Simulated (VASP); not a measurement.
Band structure of SiC (wurtzite). Level of theory: RPBE GGA, VASP's PBE PAW potentials (set 64) (plane waves; VASP).

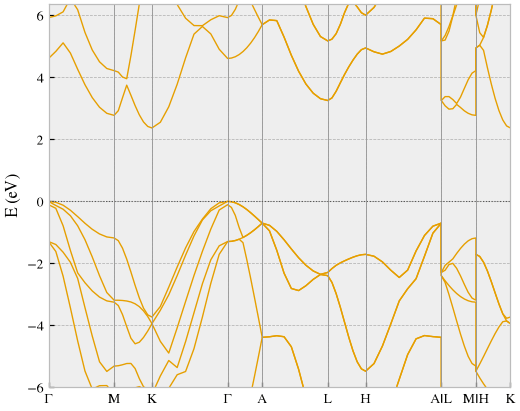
Figure: Bands along high-symmetry lines, zero at the valence-band maximum or, without a gap, the Fermi level

Read the plot: is there a gap, and where are the band edges?

The gap is indirect, 2.37 eV, from the valence maximum at Γ to the conduction minimum at K. (Edges off the drawn lines would not show.)

Measured: gap 3.33 eV (computed value off by -0.96 eV), as given by Daiki Deguchi et al., Japanese Journal of Applied Physics (2016), arXiv:1512.06930.

The compound is SiC in the wurtzite structure, the rare 2H polytype. It was relaxed first.
